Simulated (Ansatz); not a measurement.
Reaction (SMILES): C(F)F → F[CH-]F + H+
B3LYP-D3(BJ)/def2-TZVP geometries, fixed; electronic energies without zero-point terms.

Basis-set convergence of the deprotonation energy at HF with Ansatz (a quantum-chemistry and plane-wave program). Cartesian d functions, on some or all atoms, in 6-31G**; all else is spherical. No added dispersion term, no relativity. Functions are those of the species that has most. Reference: the value in aug-pcseg-3, 417.25 kcal/mol, itself unsure by roughly 0.21 kcal/mol (its mean distance from aug-cc-pVQZ, def2-QZVPPD). Deviations are taken from unrounded values.

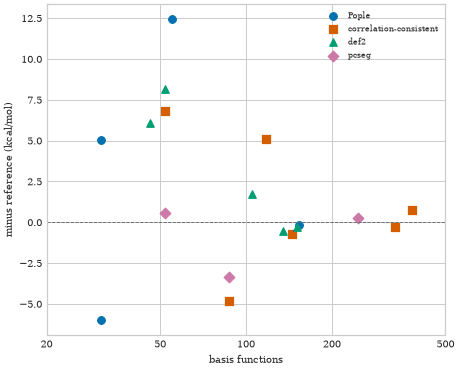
Figure. Deviation from the reference against the number of basis functions, by family of sets.

```csv
basis,functions,deprotonation energy (kcal/mol),minus reference (kcal/mol)
3-21G,31,422.27,5.03
6-31G,31,411.24,-6.01
def2-SV(P),46,423.33,6.09
cc-pVDZ,52,424.06,6.81
def2-SVP,52,425.39,8.14
pcseg-1,52,417.84,0.60
6-31G**,55,429.71,12.46
aug-cc-pVDZ,87,412.40,-4.84
aug-pcseg-1,87,413.93,-3.32
def2-TZVP,105,418.98,1.73
cc-pVTZ,118,422.37,5.13
def2-TZVPD,135,416.70,-0.55
jun-cc-pV(T+d)Z,145,416.54,-0.71
def2-TZVPPD,151,416.96,-0.29
"6-311++G(3df,3pd)",153,417.10,-0.15
pcseg-3,246,417.54,0.29
aug-cc-pVQZ,332,416.93,-0.31
cc-pV5Z,383,417.98,0.73
```
